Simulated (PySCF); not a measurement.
**C$_{3}$H$_{13}$FSi$_{3}$: density, localisation and related maps**

```xyz
20

C    -2.1423    1.1763    0.2041
C    -1.3123    0.6922   -0.9768
C    -1.1498   -0.8256   -1.0016
Si   -0.3011   -1.5755    0.5337
Si    1.6258   -0.4142    1.1197
Si    2.9940    0.3932   -0.5583
F     2.1552    1.5171   -1.3692
H    -2.3088    2.2494    0.1366
H    -1.6360    0.9668    1.1444
H    -3.1107    0.6798    0.2188
H    -0.3297    1.1675   -0.9445
H    -1.7953    1.0136   -1.9043
H    -0.5719   -1.0950   -1.8891
H    -2.1325   -1.2847   -1.1291
H    -0.0068   -2.9785    0.1926
H    -1.2774   -1.6568    1.6326
H     1.2919    0.6969    2.0327
H     2.4698   -1.2877    1.9558
H     4.1995    1.1334   -0.1957
H     3.3333   -0.5575   -1.6150
```

Geometry: GFN2-xTB.

All numbers below come from PBE0/pcSseg-1, SCF density, gas phase, non-relativistic in PySCF 2.14.0.

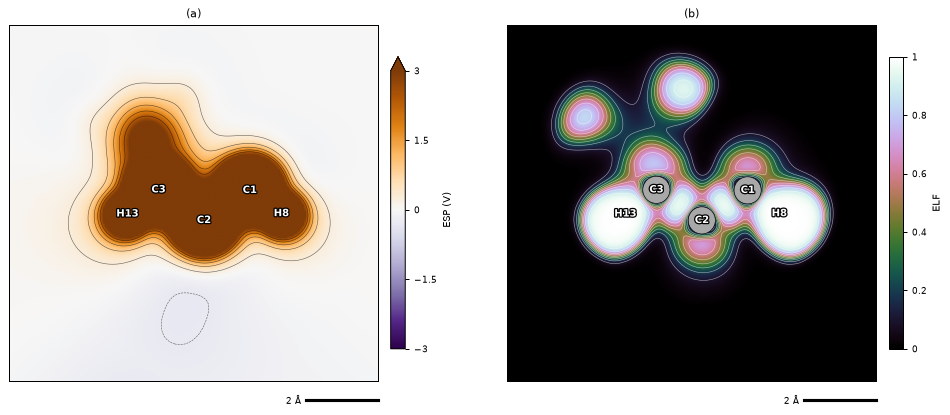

Figure 1. (a) molecular electrostatic potential; (b) electron localisation function on the plane of atoms C2, C1 and H8. Grey discs cover the atomic cores in the ELF map.

Question: What do the fields say about this system?

Answer: The plane passes through C and H nuclei. C–C (1.52 Å): the ELF peaks at about 0.95 between the atoms; localised, covalent bonding. C–H (1.09 Å): the ELF climbs to about 1 towards the hydrogen, as it does in any bond to H; an ordinary covalent bond to hydrogen. The potential has no marked negative region in this plane.

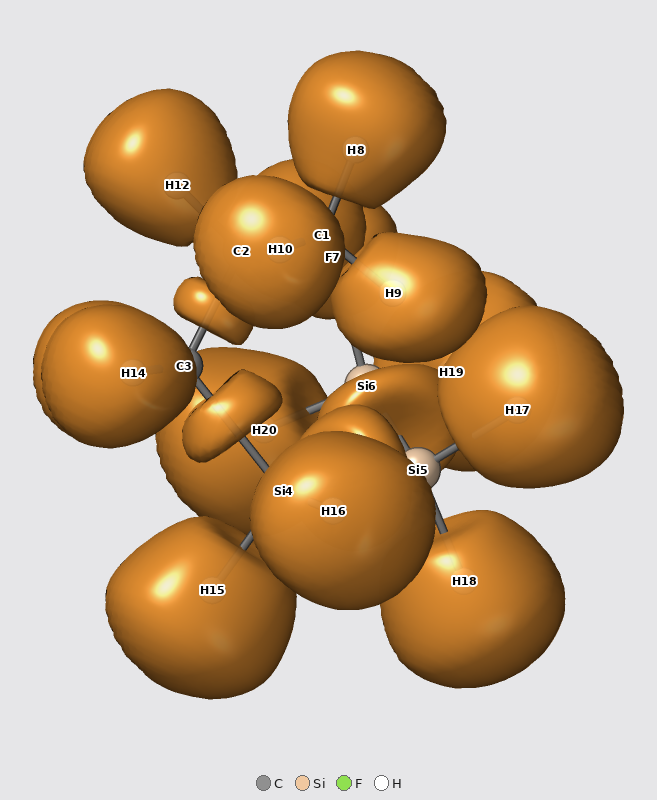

Figure 2. Isosurface of the ELF at 0.75 (orange), seen at an oblique angle. Core shells and regions of very low density are left out.

Question: Describe the localisation domains.

Answer: The ELF exceeds this value in two regions between bonded C–C atoms (shared pairs), one region between bonded C–Si atoms (shared pairs), two regions between bonded Si–Si atoms (shared pairs), 13 regions around hydrogen nuclei and one region wrapped around F (its lone pairs, merged into a ring or cap). Along the contacts the grid gives the following. Si–F (1.62 Å): the ELF peaks at about 0.85 in the valence shell of F, 0.6 Å from its nucleus, and is about 0.50 at the midpoint.

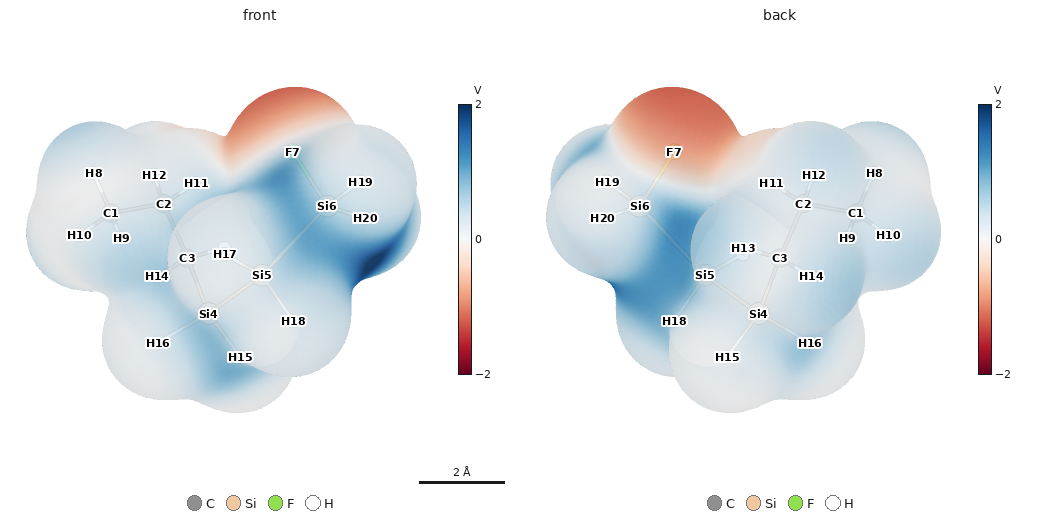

Figure 3. The electrostatic potential painted on the density surface at 0.002 e/bohr³, seen from the front and from behind; the colour scale runs from red (negative) to blue (positive).

Question: Where is the surface potential most negative and most positive?

Answer: The most negative region (about −1.1 V) lies over F7, the most positive (about +1.8 V) over Si6.
